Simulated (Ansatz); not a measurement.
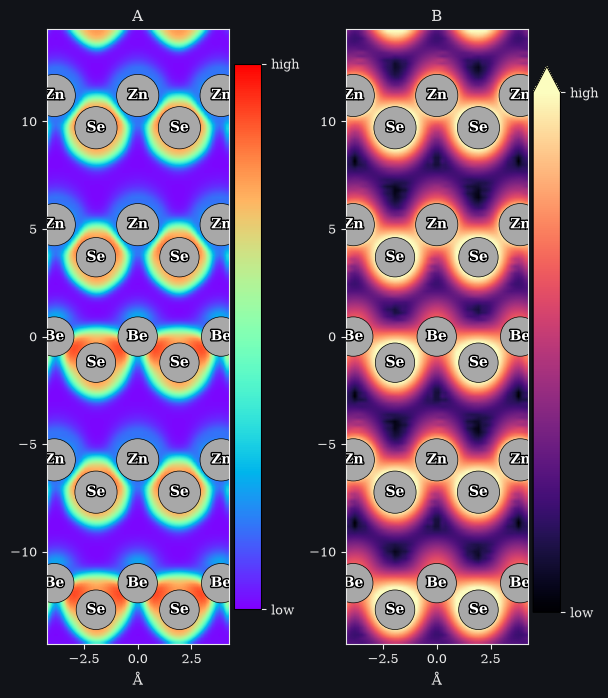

Be₂Zn₃Se₅: 2 fields on the (010) plane of the conventional cell, with unlabelled colour scales. Grey discs cover the atomic cores.

Space group I-4m2; a structure generated by program, which may or may not match a known phase.

These are results of DFT r2SCAN, scalar-relativistic, plane waves, PAW in Ansatz 0.2.0, not measurements.

```cif
data_structure
_symmetry_space_group_name_H-M 'P 1'
_symmetry_Int_Tables_number 1
_cell_length_a 3.8779
_cell_length_b 3.8779
_cell_length_c 27.8634
_cell_angle_alpha 90.000
_cell_angle_beta 90.000
_cell_angle_gamma 90.000
_cell_volume 419.01
loop_
_atom_site_label
_atom_site_type_symbol
_atom_site_fract_x
_atom_site_fract_y
_atom_site_fract_z
_atom_site_occupancy
Be1 Be 0.50000 0.50000 0.20563 1
Be2 Be 0.00000 0.00000 0.70563 1
Be3 Be 0.00000 0.00000 0.29437 1
Be4 Be 0.50000 0.50000 0.79437 1
Zn1 Zn 0.50000 0.50000 0.39227 1
Zn2 Zn 0.00000 0.00000 0.89227 1
Zn3 Zn 0.50000 0.50000 0.00000 1
Zn4 Zn 0.00000 0.00000 0.50000 1
Zn5 Zn 0.00000 0.00000 0.10773 1
Zn6 Zn 0.50000 0.50000 0.60773 1
Se1 Se 0.50000 0.00000 0.25000 1
Se2 Se 0.00000 0.50000 0.75000 1
Se3 Se 0.00000 0.50000 0.33794 1
Se4 Se 0.50000 0.00000 0.83794 1
Se5 Se 0.50000 0.00000 0.44611 1
Se6 Se 0.00000 0.50000 0.94611 1
Se7 Se 0.50000 0.00000 0.05389 1
Se8 Se 0.00000 0.50000 0.55389 1
Se9 Se 0.00000 0.50000 0.16206 1
Se10 Se 0.50000 0.00000 0.66206 1
```

The panels show electron localisation function and valence pseudo-density in some order. Assign them.

Answer. Panel A: electron localisation function. Panel B: valence pseudo-density. From the grid: Be–Se (2.29 Å): the density is about 0.55 e/Å³ at the midpoint; the ELF peaks at about 0.90 between the atoms (a polar covalent bond). Zn–Se (2.46 Å): ρ at the midpoint is about 0.47 e/Å³; the ELF is about 0.65 at the midpoint.
